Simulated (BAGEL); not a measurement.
# CH3BrSi (SMILES C[Si]Br) at HF/cc-pVDZ (density fitting with qzvpp-jkfit)

Aim: the energy change on altering one bond length of CH3BrSi at HF/cc-pVDZ (density fitting with qzvpp-jkfit), from 2 runs. 

The results are computed with BAGEL 1.2.2.

3 further runs of the same task are left out: 2 that didn't finish, 1 set aside as unsound or not needed. Runs told in other sessions of the task aren't counted.

## (1) The molecule

CH3BrSi has 6 atoms, charge 0, and is taken as a singlet. SMILES: `C[Si]Br`. Geometry: relaxed at PBE0-D4/def2-TZVP.

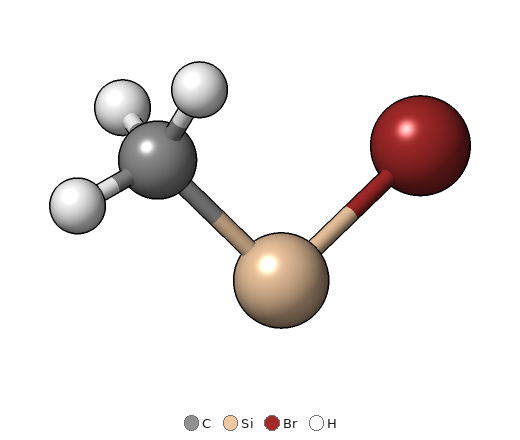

Viewed from a chosen angle; carbon grey, silicon light orange, bromine red, hydrogen white.

## (2) The energy at HF/cc-pVDZ (density fitting with qzvpp-jkfit)

Input file input.json:

```json
{ "bagel" : [

{
  "title" : "molecule",
  "basis" : "cc-pvdz.json",
  "df_basis" : "qzvpp-jkfit",
  "angstrom" : true,
  "geometry" : [
    { "atom" : "C", "xyz" : [      -0.433600,       0.379100,      -0.206800 ] },
    { "atom" : "Si", "xyz" : [       0.012600,      -0.760500,       1.231000 ] },
    { "atom" : "Br", "xyz" : [       1.998300,      -1.515000,       0.446600 ] },
    { "atom" : "H", "xyz" : [       0.332000,       1.154200,      -0.325800 ] },
    { "atom" : "H", "xyz" : [      -1.402000,       0.859000,      -0.043400 ] },
    { "atom" : "H", "xyz" : [      -0.465200,      -0.180900,      -1.147800 ] }
  ]
},

{
  "title" : "hf"
},

{
  "title" : "print",
  "file" : "orbitals.molden",
  "orbitals" : true
}

]}
```

The basis set cc-pVDZ is read from a file made from the Basis Set Exchange's data (not shown).

The run is started by

```
$ BAGEL_NUM_THREADS=1 BAGEL input.json > input.out
```

The program printed:

```text
* using 1 threads per process

  ===============================================================
  ===============================================================

  *** Geometry ***

  { "atom" : "C", "xyz" : [     -0.819385,      0.716395,     -0.390795 ] },
  { "atom" : "Si", "xyz" : [      0.023811,     -1.437137,      2.326253 ] },
  { "atom" : "Br", "xyz" : [      3.776240,     -2.862935,      0.843952 ] },
  { "atom" : "H", "xyz" : [      0.627389,      2.181122,     -0.615673 ] },
  { "atom" : "H", "xyz" : [     -2.649396,      1.623275,     -0.082014 ] },
  { "atom" : "H", "xyz" : [     -0.879101,     -0.341851,     -2.169028 ] },

  Number of auxiliary basis functions:      523

  Since a DF basis is specified, we compute 2- and 3-index integrals:
    o Being stored without compression. Storage requirement is 0.023 GB

  Number of basis functions:       74
  Number of electrons      :       58

    * METHOD: MOLECULE                             0.23

  *** RHF ***

  === Nuclear Repulsion ===
   207.7225896496

      * DIIS with orbital gradients will be used.

  === RHF iteration (cc-pvdz.json) ===
      0      -2900.83293342          0.01333106           0.07
      1      -2900.92286526          0.00679533           0.07
      2      -2900.94245855          0.00133651           0.07
      3      -2900.94423988          0.00021615           0.07
      4      -2900.94429871          0.00008679           0.07
      5      -2900.94430942          0.00002850           0.07
      6      -2900.94431047          0.00000782           0.07
      7      -2900.94431056          0.00000278           0.07
      8      -2900.94431057          0.00000101           0.07
      9      -2900.94431058          0.00000033           0.07
     10      -2900.94431058          0.00000009           0.07
     11      -2900.94431058          0.00000003           0.07
     12      -2900.94431058          0.00000001           0.07
     13      -2900.94431058          0.00000000           0.07
    * SCF iteration converged.

    * Permanent dipole moment:
           (    0.677281,    -0.537820,     0.199197) a.u.

    * METHOD: HF                                   1.14

    * METHOD: PRINT                                0.01

  ===============================================================
```

Wall time 1.6 s (1 thread of Arm Neoverse V2, shared host); peak memory 0.12 GiB.

## (3) The distorted shape at the same level

Input file hf.json:

```json
{ "bagel": [

{
  "title": "molecule",
  "basis": "cc-pvdz.json",
  "df_basis": "qzvpp-jkfit",
  "angstrom": true,
  "geometry": [
    { "atom": "C", "xyz": [    0.341097,   -0.004809,   -0.337516 ] },
    { "atom": "Si", "xyz": [    0.787297,   -1.144409,    1.100284 ] },
    { "atom": "Br", "xyz": [    2.772997,   -1.898909,    0.315884 ] },
    { "atom": "H", "xyz": [    1.106697,    0.770291,   -0.456516 ] },
    { "atom": "H", "xyz": [   -1.402000,    0.859000,   -0.043400 ] },
    { "atom": "H", "xyz": [    0.309497,   -0.564809,   -1.278516 ] }
  ]
},
{ "title": "hf" },
{ "title": "print", "file": "orbitals.molden", "orbitals": true }

]}
```

The basis set cc-pVDZ is read from a file made from the Basis Set Exchange's data (not shown).

The run is started by

```
$ BAGEL_NUM_THREADS=1 BAGEL hf.json > hf.out
```

The program printed:

```text
* using 1 threads per process

  ===============================================================
  ===============================================================

  *** Geometry ***

  { "atom" : "C", "xyz" : [      0.644580,     -0.009088,     -0.637813 ] },
  { "atom" : "Si", "xyz" : [      1.487776,     -2.162620,      2.079235 ] },
  { "atom" : "Br", "xyz" : [      5.240205,     -3.588418,      0.596934 ] },
  { "atom" : "H", "xyz" : [      2.091354,      1.455639,     -0.862690 ] },
  { "atom" : "H", "xyz" : [     -2.649396,      1.623275,     -0.082014 ] },
  { "atom" : "H", "xyz" : [      0.584865,     -1.067334,     -2.416045 ] },

  Number of auxiliary basis functions:      523

  Since a DF basis is specified, we compute 2- and 3-index integrals:
    o Being stored without compression. Storage requirement is 0.023 GB

  Number of basis functions:       74
  Number of electrons      :       58

    * METHOD: MOLECULE                             0.24

  *** RHF ***

  === Nuclear Repulsion ===
   204.8759463564

      * DIIS with orbital gradients will be used.

  === RHF iteration (cc-pvdz.json) ===
      0      -2900.67441900          0.01357899           0.07
      1      -2900.76224092          0.00940433           0.07
      2      -2900.80107603          0.00157593           0.07
      3      -2900.80365972          0.00029093           0.07
      4      -2900.80376450          0.00009949           0.07
      5      -2900.80378024          0.00003692           0.07
      6      -2900.80378257          0.00001275           0.07
      7      -2900.80378292          0.00000515           0.07
      8      -2900.80378297          0.00000196           0.07
      9      -2900.80378298          0.00000077           0.07
     10      -2900.80378298          0.00000020           0.07
     11      -2900.80378298          0.00000008           0.07
     12      -2900.80378298          0.00000003           0.07
     13      -2900.80378298          0.00000001           0.06
     14      -2900.80378298          0.00000000           0.07
    * SCF iteration converged.

    * Permanent dipole moment:
           (    0.180643,    -0.243167,     0.205544) a.u.

    * METHOD: HF                                   1.22

    * METHOD: PRINT                                0.01

  ===============================================================
```

Wall time 1.6 s (1 thread of Arm Neoverse V2, shared host); peak memory 0.12 GiB.

## (4) Results

Level: HF/cc-pVDZ (density fitting with qzvpp-jkfit).

| quantity | value |
| --- | --- |
| first shape: total energy | -2900.94431 Eh |
| first shape: dipole moment | 2.26 D |
| first shape: HOMO energy | -9.02 eV |
| first shape: LUMO energy | 0.60 eV |
| first shape: HOMO–LUMO gap | 9.61 eV |
| distorted shape: total energy | -2900.80378 Eh |
| distorted shape: dipole moment | 0.93 D |
| distorted shape: HOMO energy | -9.31 eV |
| distorted shape: LUMO energy | 0.40 eV |
| distorted shape: HOMO–LUMO gap | 9.71 eV |
| energy change with the C1–H5 bond stretched from 1.093 to 1.968 Å | 3.824 eV |

One bond (distorted shape) is far stretched, which a spin-restricted single reference describes badly; a broken-symmetry solution may lie lower. With the C1–H5 bond stretched from 1.093 to 1.968 Å the energy rises by 3.82 eV (369 kJ/mol). The first shape isn't relaxed at this level, so the change isn't measured from a minimum. A restricted reference can't describe the breaking bond well at this length.
